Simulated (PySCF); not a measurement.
C2H2F4, SMILES `FC(F)C(F)F`.

Computed with PySCF, PBE0/6-311G**, geometry: GFN2-xTB. No frequency check shows the geometry to be a minimum. Without diffuse functions Rydberg states are missing, so the states' numbers hold for this basis only.

Coordinates in Å:

```
F1      -1.3835    1.0828   -0.0916
C2      -0.7000   -0.0001    0.3224
F3      -1.3835   -1.0827   -0.0916
C4       0.7000   -0.0001   -0.3224
F5       1.3835    1.0828    0.0916
F6       1.3835   -1.0827    0.0916
H7      -0.6516   -0.0001    1.4216
H8       0.6516   -0.0001   -1.4216
```

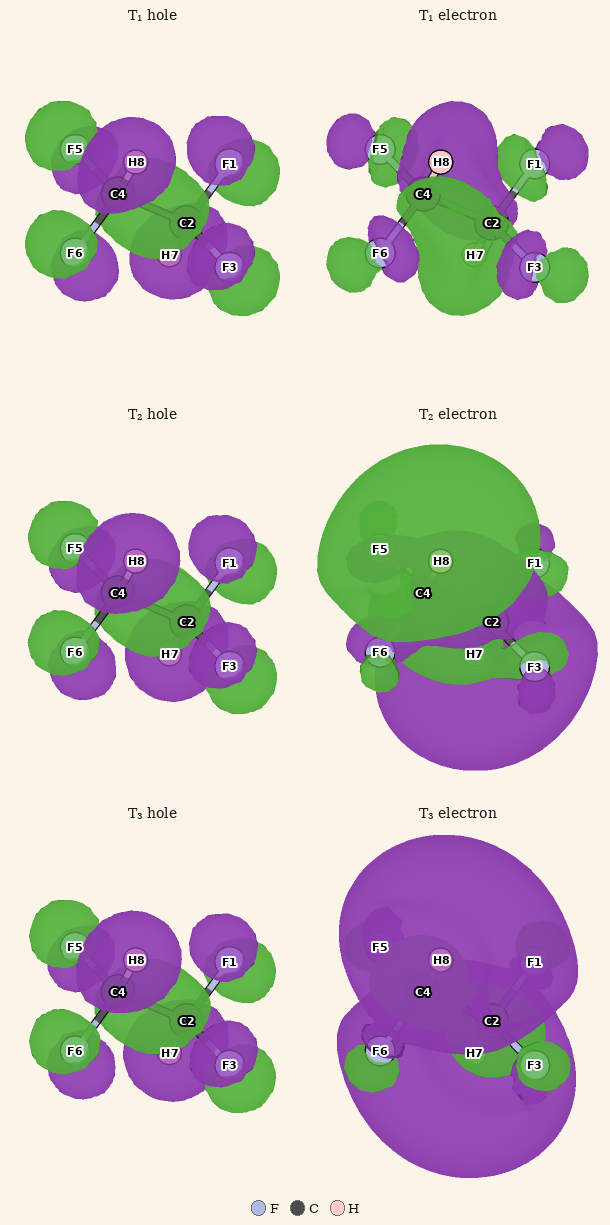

Leading natural transition orbitals (TDA triplet states).

Describe these excited states.

By state:
- T₁: 9.03 eV (137 nm), spin-forbidden from the singlet ground state; the leading pair carries 98 %; hole on C2 and C4 (19 % each), F1, F3, F5 and F6 (12 % each) and H7 and H8 (7 % each), electron on C2 and C4 (25 % each) and F1, F3, F5 and F6 (11 % each); their centroids lie 0.0 Å apart.
- T₂: 9.19 eV (135 nm), spin-forbidden from the singlet ground state, partly diffuse acceptor orbital, which a basis without diffuse functions describes poorly; the leading pair carries 98 %; hole on C2 and C4 (20 % each), F1, F3, F5 and F6 (11 % each) and H7 and H8 (9 % each), electron on H7 and H8 (24 % each) and C2 and C4 (19 % each) (atom shares of so diffuse an orbital are rough); their centroids lie 0.0 Å apart.
- T₃: 9.87 eV (126 nm), spin-forbidden from the singlet ground state, partly diffuse acceptor orbital, which a basis without diffuse functions describes poorly; the leading pair carries 91 %; hole on C2 and C4 (19 % each), F1, F3, F5 and F6 (11 % each) and H7 and H8 (10 % each), electron on H7 and H8 (30 % each) and C2 and C4 (15 % each) (atom shares of so diffuse an orbital are rough); their centroids lie 0.0 Å apart.
